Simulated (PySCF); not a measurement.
**CISD/STO-3G run of AlH2F (SMILES [H][Al]([H])[F])**

Aim: the vertical singlet–triplet gap of AlH2F at CISD/STO-3G, from 2 runs. The job is set up through a Python script.

The results are computed with PySCF 2.14.0.

21 further runs of the same task are left out: 3 that didn't finish, 18 set aside as unsound or not needed.

## Step 1: The molecule

AlH2F: 4 atoms, total charge 0, spin state singlet. SMILES: `[H][Al]([H])[F]`. The shape comes from GFN2-xTB, which is rough for such elements, and wasn't checked as a minimum.

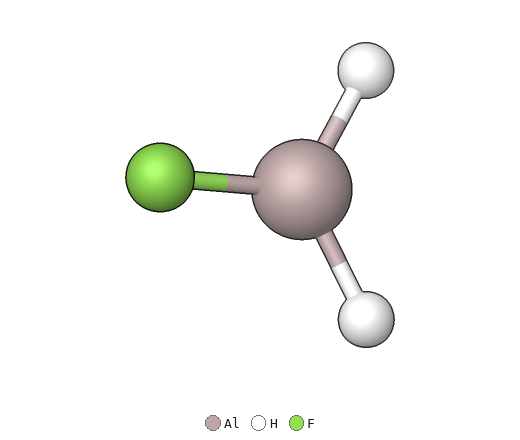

The structure, seen from a chosen angle (aluminium light grey, hydrogen white, fluorine green).

## Step 2: The energy at CISD/STO-3G

Contents of input.py:

```python
from pyscf import gto, ci

system = gto.Mole()
system.atom = '''
Al       0.019600       0.032680       0.000940
H        1.546910      -0.017870       0.014080
H       -0.738990       1.358820      -0.019420
F       -0.827520      -1.373630       0.004400
'''
system.basis = 'sto-3g'
system.max_memory = 1860
system.verbose = 4
system.build()

mf = system.RHF()
mf.conv_tol = 1e-10
mf.kernel()
if not mf.converged:
    mf = mf.newton().run(mf.mo_coeff, mf.mo_occ)

cisd = ci.CISD(mf, frozen=6)
cisd.kernel()
e_tot = cisd.e_tot
print(f'total energy: {e_tot:.8f} hartree')
```

Run with:

```sh
$ OMP_NUM_THREADS=1 python input.py
```

Log:

```text
PySCF version 2.14.0

[INPUT] num. atoms = 4
[INPUT] num. electrons = 24
[INPUT] charge = 0
[INPUT] spin (= nelec alpha-beta = 2S) = 0
[INPUT] symmetry False subgroup None
[INPUT] Mole.unit = angstrom
[INPUT] Symbol           X                Y                Z      unit          X                Y                Z       unit  Magmom
[INPUT]  1 Al     0.019600000000   0.032680000000   0.000940000000 AA    0.037038632041   0.061756249751   0.001776342557 Bohr   0.0
[INPUT]  2 H      1.546910000000  -0.017870000000   0.014080000000 AA    2.923236239351  -0.033769405846   0.026607343834 Bohr   0.0
[INPUT]  3 H     -0.738990000000   1.358820000000  -0.019420000000 AA   -1.396488708792   2.567797652581  -0.036698481339 Bohr   0.0
[INPUT]  4 F     -0.827520000000  -1.373630000000   0.004400000000 AA   -1.563786162600  -2.595784496486   0.008314794948 Bohr   0.0

nuclear repulsion = 50.3982135964249
number of shells = 10
number of NR pGTOs = 48
number of NR cGTOs = 16
basis = sto-3g
ecp = {}

******** <class 'pyscf.scf.hf.RHF'> ********
method = RHF
initial guess = minao
damping factor = 0
level_shift factor = 0
DIIS = <class 'pyscf.scf.diis.CDIIS'>
diis_start_cycle = 1
diis_space = 8
diis_damp = 0
SCF conv_tol = 1e-10
SCF conv_tol_grad = None
SCF max_cycles = 50
direct_scf = True
direct_scf_tol = 1e-13
Set gradient conv threshold to 1e-05
Initial guess from minao.
init E= -337.698281730769
  HOMO = -0.337367081579979  LUMO = 0.206206665020234  gap/eV = 14.79140
cycle= 1 E= -338.16854454807  delta_E= -0.47  |g|= 0.343  |ddm|= 1.94
  HOMO = -0.229716733636984  LUMO = 0.317553426838838  gap/eV = 14.89198
cycle= 2 E= -338.231361913491  delta_E= -0.0628  |g|= 0.0758  |ddm|= 0.746
  HOMO = -0.326489861575106  LUMO = 0.340567655613178  gap/eV = 18.15156
cycle= 3 E= -338.233949632976  delta_E= -0.00259  |g|= 0.0192  |ddm|= 0.128
  HOMO = -0.328350273117877  LUMO = 0.340601311819467  gap/eV = 18.20310
cycle= 4 E= -338.234237600906  delta_E= -0.000288  |g|= 0.00356  |ddm|= 0.0537
  HOMO = -0.328238729370918  LUMO = 0.340638173446719  gap/eV = 18.20107
cycle= 5 E= -338.234251289593  delta_E= -1.37e-05  |g|= 0.00097  |ddm|= 0.0112
  HOMO = -0.328290364226731  LUMO = 0.34060944052181  gap/eV = 18.20169
cycle= 6 E= -338.234252252206  delta_E= -9.63e-07  |g|= 6.26e-05  |ddm|= 0.00365
  HOMO = -0.328274510282275  LUMO = 0.340625121651082  gap/eV = 18.20169
cycle= 7 E= -338.234252255358  delta_E= -3.15e-09  |g|= 7.44e-06  |ddm|= 0.000179
  HOMO = -0.328272674166096  LUMO = 0.340623766361139  gap/eV = 18.20160
cycle= 8 E= -338.234252255394  delta_E= -3.54e-11  |g|= 5.47e-07  |ddm|= 1.95e-05
  HOMO = -0.328272624179912  LUMO = 0.340623744287894  gap/eV = 18.20160
Extra cycle  E= -338.234252255394  delta_E= -3.41e-13  |g|= 1.44e-07  |ddm|= 9.07e-07
converged SCF energy = -338.234252255394

******** <class 'pyscf.ci.cisd.RCISD'> ********
CISD nocc = 6, nmo = 10
frozen orbitals 6
max_cycle = 50
direct = 0
conv_tol = 1e-09
max_cycle = 50
max_space = 12
lindep = 0
nroots = 1
Init t2, MP2 energy = -0.0470190123335664
RCISD converged
E(RCISD) = -338.2957720909093  E_corr = -0.06151983551517493
total energy: -338.29577209 hartree
```

Run time: 0.68 s. Hardware: 1 thread of Intel Xeon Platinum 8488C (Sapphire Rapids), shared host; peak memory 0.12 GiB.

## Step 3: The triplet, same level

Contents of start.xyz:

```xyz
4
AlFH2
Al     0.019600     0.032680     0.000940
H      1.546910    -0.017870     0.014080
H     -0.738990     1.358820    -0.019420
F     -0.827520    -1.373630     0.004400
```

Contents of job.py:

```python
from pyscf import gto, ci

system = gto.M(
    atom='start.xyz',
    spin=2,
    verbose=3,
    basis='sto-3g',
    max_memory=1860,
)

myscf = system.UHF()
myscf.conv_tol = 1e-10
myscf.kernel()
if not myscf.converged:
    myscf = myscf.newton().run(myscf.mo_coeff, myscf.mo_occ)

cisd = ci.CISD(myscf, frozen=6)
cisd.kernel()
etot = cisd.e_tot
print('Final energy', etot)
```

Run with:

```sh
$ OMP_NUM_THREADS=1 python job.py
```

Log:

```text
WARN: HOMO 0.206206665020234 >= LUMO -0.337367081579979

WARN: HOMO 0.0183242063362855 >= LUMO -0.029980739154826

WARN: HOMO 0.00782306160468049 >= LUMO -0.00924662636738616

SCF not converged.
SCF energy = -337.89963119267 after 50 cycles  <S^2> = 2.0490359  2S+1 = 3.0325144
converged SCF energy = -337.946116060062  <S^2> = 2.0169773  2S+1 = 3.0112969
E(UCISD) = -337.9984866287671  E_corr = -0.05237056870506215
Final energy -337.99848662876707
```

Wall time 0.88 s (1 thread of Intel Xeon Platinum 8488C (Sapphire Rapids), shared host); peak memory 0.12 GiB.

## Step 4: Summary of results

At CISD/STO-3G, 6 core orbitals frozen:

| quantity | value |
| --- | --- |
| singlet: total energy | -338.29577 Eh |
| singlet: dipole moment (Hartree–Fock density) | 0.72 D |
| singlet: HOMO energy (Hartree–Fock orbitals) | -8.93 eV |
| singlet: LUMO energy (Hartree–Fock orbitals) | 9.27 eV |
| singlet: HOMO–LUMO gap (Hartree–Fock orbitals) | 18.20 eV |
| singlet: correlation energy (6 core orbitals frozen) | -61.5 mEh |
| triplet: total energy | -337.99849 Eh |
| triplet: dipole moment (Hartree–Fock density) | 4.11 D |
| triplet: HOMO energy (Hartree–Fock orbitals) (highest over α and β) | 0.07 eV |
| triplet: LUMO energy (Hartree–Fock orbitals) (lowest over α and β) | 2.93 eV |
| triplet: correlation energy (6 core orbitals frozen) | -52.4 mEh |
| triplet: ⟨S²⟩ of the reference determinant | 2.017 |
| vertical energy of the triplet above the singlet | 8.090 eV |

**Reading.** At this shape the triplet lies 8.09 eV (187 kcal/mol) above the singlet. In a minimal basis such a difference can be off by several eV, whatever the method.
